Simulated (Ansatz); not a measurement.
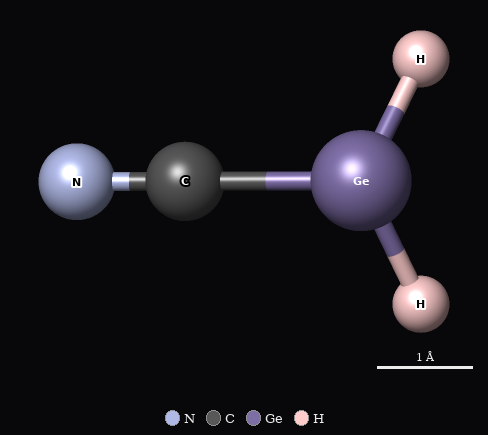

Fig. 1: The input geometry (ball-and-stick view, seen at a tilt). Sticks mark near contacts.

# Run report: CH2GeN, geometry relaxation

System: CH2GeN, multiplicity 2, SMILES N#[C][GeH2].
Method: HF/STO-3G, UHF (Ansatz 0.2.0).

The geometry comes from this level: PBE0-D4/def2-TZVP. Figures and captions count atoms from 1; the log counts them from 0 in places.

## Input file
```yaml
crystal:
  periodic: [false, false, false]
  atoms:
    - {symbol: N, position_ang: [1.590700, -1.029300, 1.293200]}
    - {symbol: C, position_ang: [0.838400, -0.535900, 0.570400]}
    - {symbol: Ge, position_ang: [-0.315900, 0.241400, -0.740100]}
    - {symbol: H, position_ang: [-1.658900, -0.498000, -0.695900]}
    - {symbol: H, position_ang: [-0.404300, 1.748400, -0.468900]}
basis:
  gaussian:
    orbitals: STO-3G
magnetization:
  spin_polarized: true
  initial_magnetization: 1
hamiltonian:
  xc: hf
relax:
  f_tol: 0.002
output: {orbitals: {seedname: orbitals}}
```

Machine: 1 thread of Arm Neoverse N1, 112 GiB of memory available, shared host.

Launch command:
```bash
ansatz run molecule.yaml --threads 1 --pin off --max-ram 3480MiB --events-out events.jsonl --progress --plain --runs-dir runs
```

## Log
```
The last accepted step is kept in runs//last_step.txt (removed where the run ends without a failure and the disk answers)
Functional definition: HF
  name "HF"
  exchange = exact_x
  correlation = 0
367 factors; integrals over basis functions are off by at most 1.3e-5 eV
mean field evaluation 1: about -58338.6292 eV, gradient 2.2e1 eV
mean field evaluation 2: about -58338.6301 eV, gradient 2.1e1 eV
mean field evaluation 4: about -58341.6606 eV, gradient 1.9e0 eV
mean field evaluation 8: about -58341.7400 eV, gradient 3.1e-1 eV
mean field evaluation 16: about -58341.7724 eV, gradient 1.9e-5 eV
mean field evaluation 32: about -58341.6599 eV, gradient 4.9e-1 eV
mean field -58341.77241975 eV, -2144.0205909523 hartree, gradient 1.9e-5 eV, S^2 0.895150; 0 other end points of the search recorded, 0 dependent functions left out
the calculation of the forces begins
reference -58341.77241975 eV, -2144.0205909523 hartree; 24, 23 occupied and 6, 7 virtual orbitals, 367 factors
relax step   1: F+E_penalty+E_count = -58341.77241975 eV  Δ(F+E_penalty+E_count) = +0.000e0 eV  max|allowed force component| = 2.785e0 eV/Å  Δτ_max = 0.0000 Å  (101 SCF iters, accepted)
these checks for a lower state are left out or cut short: starts, cluster_reference, orbital_swaps, neighbouring_geometries, increment
367 factors; integrals over basis functions are off by at most 2.2e-5 eV
mean field evaluation 64: about -58342.1050 eV, gradient 1.4e-1 eV
mean field -58342.10374647 eV, -2144.0327669847 hartree, gradient 1.6e-5 eV, S^2 1.016664; 0 other end points of the search recorded, 0 dependent functions left out
the calculation of the forces begins
reference -58342.10374647 eV, -2144.0327669847 hartree; 24, 23 occupied and 6, 7 virtual orbitals, 367 factors
relax step   2: F+E_penalty+E_count = -58342.10374647 eV  Δ(F+E_penalty+E_count) = -3.313e-1 eV  max|allowed force component| = 1.197e0 eV/Å  Δτ_max = 0.1273 Å  (48 SCF iters, accepted)
these checks for a lower state are left out or cut short: starts, cluster_reference, orbital_swaps, neighbouring_geometries, increment
367 factors; integrals over basis functions are off by at most 1.5e-5 eV
mean field -58342.16039575 eV, -2144.0348488073 hartree, gradient 1.6e-5 eV, S^2 1.088306; 0 other end points of the search recorded, 0 dependent functions left out
the calculation of the forces begins
reference -58342.16039575 eV, -2144.0348488073 hartree; 24, 23 occupied and 6, 7 virtual orbitals, 367 factors
relax step   3: F+E_penalty+E_count = -58342.16039575 eV  Δ(F+E_penalty+E_count) = -5.665e-2 eV  max|allowed force component| = 4.189e-1 eV/Å  Δτ_max = 0.0614 Å  (48 SCF iters, accepted)
these checks for a lower state are left out or cut short: starts, cluster_reference, orbital_swaps, neighbouring_geometries, increment
367 factors; integrals over basis functions are off by at most 1.5e-5 eV
mean field -58342.16811133 eV, -2144.0351323493 hartree, gradient 1.7e-5 eV, S^2 1.125798; 0 other end points of the search recorded, 0 dependent functions left out
the calculation of the forces begins
reference -58342.16811133 eV, -2144.0351323493 hartree; 24, 23 occupied and 6, 7 virtual orbitals, 367 factors
relax step   4: F+E_penalty+E_count = -58342.16811133 eV  Δ(F+E_penalty+E_count) = -7.716e-3 eV  max|allowed force component| = 8.692e-2 eV/Å  Δτ_max = 0.0216 Å  (37 SCF iters, accepted)
these checks for a lower state are left out or cut short: starts, cluster_reference, orbital_swaps, neighbouring_geometries, increment
367 factors; integrals over basis functions are off by at most 1.5e-5 eV
mean field -58342.16871452 eV, -2144.0351545164 hartree, gradient 1.2e-5 eV, S^2 1.127214; 0 other end points of the search recorded, 0 dependent functions left out
the calculation of the forces begins
reference -58342.16871452 eV, -2144.0351545164 hartree; 24, 23 occupied and 6, 7 virtual orbitals, 367 factors
relax step   5: F+E_penalty+E_count = -58342.16871452 eV  Δ(F+E_penalty+E_count) = -6.032e-4 eV  max|allowed force component| = 7.932e-2 eV/Å  Δτ_max = 0.0063 Å  (39 SCF iters, accepted)
these checks for a lower state are left out or cut short: starts, cluster_reference, orbital_swaps, neighbouring_geometries, increment
367 factors; integrals over basis functions are off by at most 1.5e-5 eV
mean field evaluation 96: about -58342.1689 eV, gradient 2.1e-4 eV
mean field -58342.16889775 eV, -2144.0351612499 hartree, gradient 1.2e-5 eV, S^2 1.151210; 0 other end points of the search recorded, 0 dependent functions left out
the calculation of the forces begins
reference -58342.16889775 eV, -2144.0351612499 hartree; 24, 23 occupied and 6, 7 virtual orbitals, 367 factors
relax step   6: F+E_penalty+E_count = -58342.16889775 eV  Δ(F+E_penalty+E_count) = -1.832e-4 eV  max|allowed force component| = 8.342e-2 eV/Å  Δτ_max = 0.0093 Å  (37 SCF iters, accepted)
these checks for a lower state are left out or cut short: starts, cluster_reference, orbital_swaps, neighbouring_geometries, increment
367 factors; integrals over basis functions are off by at most 1.5e-5 eV
mean field -58342.16909929 eV, -2144.0351686563 hartree, gradient 1.1e-5 eV, S^2 1.139102; 0 other end points of the search recorded, 0 dependent functions left out
the calculation of the forces begins
reference -58342.16909929 eV, -2144.0351686563 hartree; 24, 23 occupied and 6, 7 virtual orbitals, 367 factors
relax step   7: F+E_penalty+E_count = -58342.16909929 eV  Δ(F+E_penalty+E_count) = -2.015e-4 eV  max|allowed force component| = 8.049e-3 eV/Å  Δτ_max = 0.0034 Å  (38 SCF iters, accepted)
these checks for a lower state are left out or cut short: starts, cluster_reference, orbital_swaps, neighbouring_geometries, increment
367 factors; integrals over basis functions are off by at most 1.5e-5 eV
mean field -58342.16910372 eV, -2144.0351688193 hartree, gradient 1.2e-5 eV, S^2 1.139028; 0 other end points of the search recorded, 0 dependent functions left out
the calculation of the forces begins
reference -58342.16910372 eV, -2144.0351688193 hartree; 24, 23 occupied and 6, 7 virtual orbitals, 367 factors
relax step   8: F+E_penalty+E_count = -58342.16910372 eV  Δ(F+E_penalty+E_count) = -4.433e-6 eV  max|allowed force component| = 7.310e-4 eV/Å  Δτ_max = 0.0005 Å  (39 SCF iters, accepted)
367 factors; integrals over basis functions are off by at most 1.5e-5 eV
mean field evaluation 128: about -58342.0215 eV, gradient 7.4e-1 eV
```

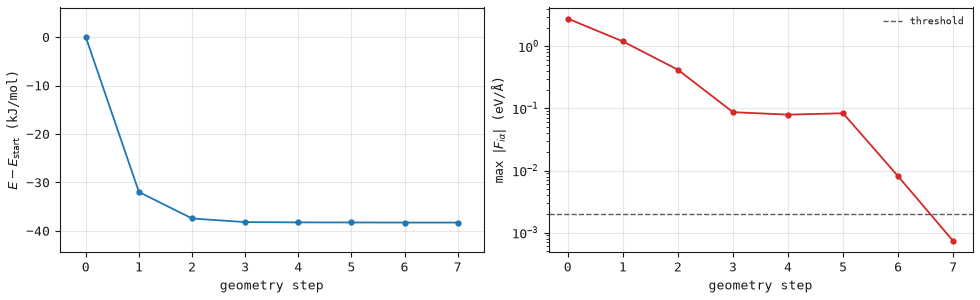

Fig. 2: Progress of the relaxation, step by step (the first geometry is step 0 here and step 1 in the log).

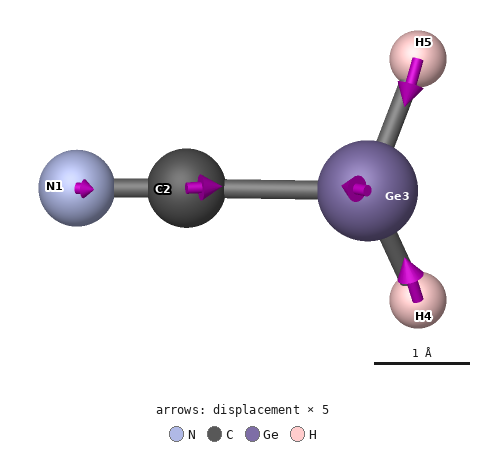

Fig. 3: The starting structure with the displacements as pink arrows, magnified 5 times (ball-and-stick view, seen at a tilt). The two geometries are laid on each other by the best rigid fit. After 7 geometry steps the energy has fallen by 38.3 kJ/mol. Largest force component: 2.8 eV/Å at the start, 0.00073 eV/Å at the end. The largest moves after the best rigid fit, 0.11 Å, are those of H4 and H5. Largest moves by element: H 0.11 Å, Ge 0.08 Å, C 0.08 Å, N 0.04 Å. Among the contacts that change: C2–Ge3 1.912 → 1.778 Å, Ge3–H4 1.534 → 1.427 Å, N1–C2 1.154 → 1.194 Å. Among the angles that change: C2–Ge3–H4 108.2° → 111.5°. (Atoms are counted from 1 in the order of the input.)

```
mean field -58342.16910372 eV, -2144.0351688193 hartree, gradient 1.2e-5 eV, S^2 1.139028; 1 other end points of the search recorded, 0 dependent functions left out
the calculation of the forces begins
reference -58342.16910372 eV, -2144.0351688193 hartree; 24, 23 occupied and 6, 7 virtual orbitals, 367 factors
Total energy: -58342.16910372 eV, -2144.0351688193 hartree
Atom 0 at     1.576346    -1.017564     1.257341 Å, force     0.000598    -0.000405     0.000731 eV/Å
Atom 1 at     0.777385    -0.498589     0.538354 Å, force    -0.000576     0.000375    -0.000705 eV/Å
Atom 2 at    -0.312735     0.231629    -0.661408 Å, force     0.000510    -0.000253    -0.000310 eV/Å
Atom 3 at    -1.575415    -0.432641    -0.692765 Å, force    -0.000515    -0.000326     0.000100 eV/Å
Atom 4 at    -0.415582     1.643764    -0.482821 Å, force    -0.000016     0.000608     0.000183 eV/Å
Dipole moment:    -0.362985     0.249532    -0.462664 e Å
```

## Trajectory as extended XYZ (Å, eV, eV/Å), 8 frames, from step=1 to step=8
```
5
Properties=species:S:1:pos:R:3:forces:R:3 step=1 energy=-58341.77242
N     1.5907   -1.0293    1.2932    1.5303  -1.0086   1.5201
C     0.8384   -0.5359    0.5704   -2.6663   1.7714  -2.7854
Ge   -0.3159    0.2414   -0.7401   -0.5825   0.1685   1.5521
H    -1.6589   -0.4980   -0.6959    1.7159   1.0686   0.0115
H    -0.4043    1.7484   -0.4689    0.0027  -1.9999  -0.2983
5
Properties=species:S:1:pos:R:3:forces:R:3 step=2 energy=-58342.10375
N     1.5590   -1.0106    1.2839    0.4891  -0.3242   0.5059
C     0.8046   -0.5132    0.5331   -0.9069   0.6273  -1.1973
Ge   -0.2965    0.2315   -0.7498    0.1240  -0.1772   1.0683
H    -1.5772   -0.4085   -0.6572    0.1301  -0.0933  -0.1914
H    -0.4400    1.6275   -0.4513    0.1637  -0.0325  -0.1854
5
Properties=species:S:1:pos:R:3:forces:R:3 step=3 energy=-58342.16040
N     1.5635   -1.0116    1.2687    0.2201  -0.1407   0.1767
C     0.7890   -0.5041    0.5285   -0.4081   0.2701  -0.4189
Ge   -0.3162    0.2367   -0.6919    0.2889  -0.1937   0.3197
H    -1.5721   -0.4337   -0.6781   -0.0804  -0.0215  -0.0441
H    -0.4142    1.6393   -0.4685   -0.0205   0.0858  -0.0333
5
Properties=species:S:1:pos:R:3:forces:R:3 step=4 energy=-58342.16811
N     1.5667   -1.0128    1.2637    0.0624  -0.0361   0.0124
C     0.7831   -0.5006    0.5267   -0.0869   0.0513  -0.0277
Ge   -0.3144    0.2335   -0.6706    0.0680  -0.0425   0.0445
H    -1.5736   -0.4368   -0.6857   -0.0218   0.0137  -0.0146
H    -0.4117    1.6432   -0.4754   -0.0218   0.0136  -0.0146
5
Properties=species:S:1:pos:R:3:forces:R:3 step=5 energy=-58342.16871
N     1.5707   -1.0147    1.2605    0.0634  -0.0392   0.0369
C     0.7804   -0.4997    0.5324   -0.0793   0.0497  -0.0530
Ge   -0.3136    0.2327   -0.6674    0.0450  -0.0287   0.0354
H    -1.5742   -0.4350   -0.6884   -0.0159   0.0068  -0.0099
H    -0.4133    1.6433   -0.4783   -0.0132   0.0114  -0.0094
5
Properties=species:S:1:pos:R:3:forces:R:3 step=6 energy=-58342.16890
N     1.5787   -1.0190    1.2586   -0.0807   0.0532  -0.0807
C     0.7782   -0.4990    0.5384    0.0675  -0.0461   0.0834
Ge   -0.3131    0.2316   -0.6586    0.0006   0.0016  -0.0197
H    -1.5765   -0.4311   -0.6947    0.0047  -0.0073   0.0082
H    -0.4172    1.6442   -0.4849    0.0079  -0.0015   0.0088
5
Properties=species:S:1:pos:R:3:forces:R:3 step=7 energy=-58342.16910
N     1.5761   -1.0174    1.2570    0.0018  -0.0014   0.0034
C     0.7769   -0.4983    0.5383    0.0066  -0.0039   0.0028
Ge   -0.3125    0.2315   -0.6614   -0.0080   0.0048  -0.0035
H    -1.5753   -0.4329   -0.6926    0.0005   0.0013  -0.0012
H    -0.4153    1.6437   -0.4826   -0.0008  -0.0009  -0.0015
5
Properties=species:S:1:pos:R:3:forces:R:3 step=8 energy=-58342.16910
N     1.5763   -1.0176    1.2573    0.0006  -0.0004   0.0007
C     0.7774   -0.4986    0.5384   -0.0006   0.0004  -0.0007
Ge   -0.3127    0.2316   -0.6614    0.0005  -0.0003  -0.0003
H    -1.5754   -0.4326   -0.6928   -0.0005  -0.0003   0.0001
H    -0.4156    1.6438   -0.4828    0.0000   0.0006   0.0002
```

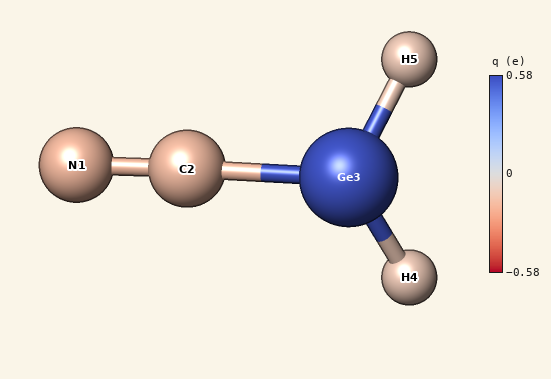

Fig. 4: Mulliken charges, as the colour of each atom (ball-and-stick view, seen at a tilt; atoms are numbered from 1 in the order of the input; Mulliken charges depend strongly on the basis). By element: N −0.17, C −0.17, Ge +0.56 and H −0.11 e.

## Results in brief

| quantity | value |
| --- | --- |
| outcome | converged |
| total energy | −2144.035169 hartree |
| basis functions | 30 |
| largest force | 0.001 eV/Å |
| ⟨S²⟩ | 1.139 |
| SCF solution under orbital rotations | stable |
| HOMO (either spin) | −7.57 eV |
| LUMO (either spin) | 4.45 eV |
| dipole moment | 3.07 D |
| wall time | 11 s |
| peak memory | 0.1 GiB |

## Remarks

⟨S²⟩ is 1.14 against 0.75 for a pure state: the solution is spin-contaminated.
